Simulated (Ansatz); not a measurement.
Input

```
crystal:
  periodic: [false, false, false]
  atoms:
    - {symbol: B, position_ang: [-0.664379, 1.110601, -0.333706]}
    - {symbol: B, position_ang: [0.664029, -1.111256, 0.332226]}
    - {symbol: N, position_ang: [-1.315535, 2.208063, -0.655225]}
    - {symbol: N, position_ang: [1.319530, -2.201902, 0.667783]}
    - {symbol: N, position_ang: [-0.003655, -0.005507, -0.011087]}
basis:
  gaussian: {orbitals: def2-TZVPD, initial_orbitals: start.molden}
total_charge: -1
hamiltonian: {xc: pbe0, dispersion: d4}
scf: {omitted_lower_state_checks: [starts]}
output: {forces: true, orbitals: {seedname: orbitals}}
```

Command:

```sh
ansatz run in.yaml --threads 4 --pin off --events-out ev --progress --plain --max-ram 3916MiB
```

Geometry: r2SCAN-D4/def2-SVPD.

Level of theory: RKS PBE0-D4/def2-TZVPD in Ansatz.

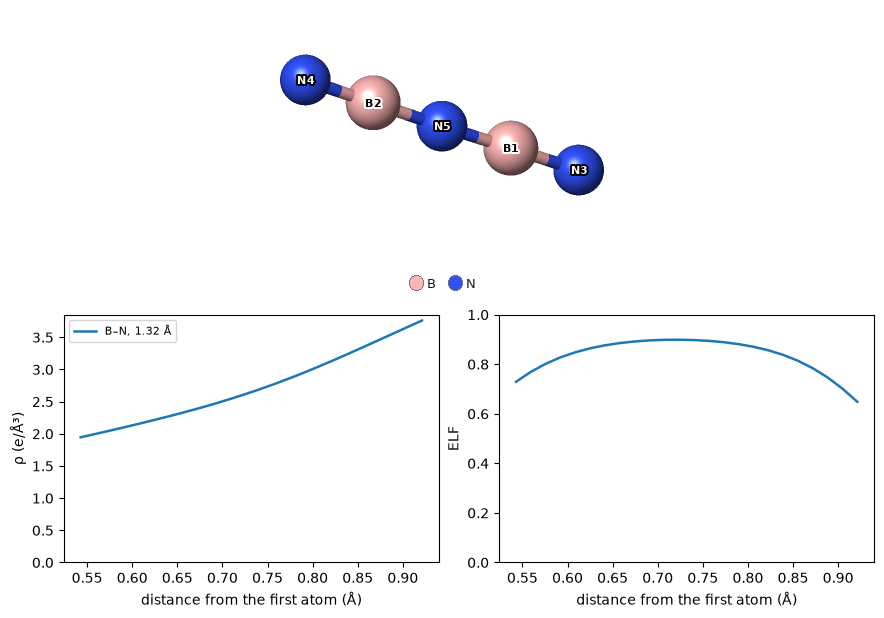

B$_{2}$N$_{3}$ (charge −1). Electron density and ELF along straight lines between neighbouring atoms. The curves leave out the atomic cores. The structure is drawn too.

**What can be read from the curves?**

B–N (1.32 Å): the density is about 2.3 e/Å³ at the midpoint; the ELF peaks at about 0.90 between the atoms: a polar covalent bond.
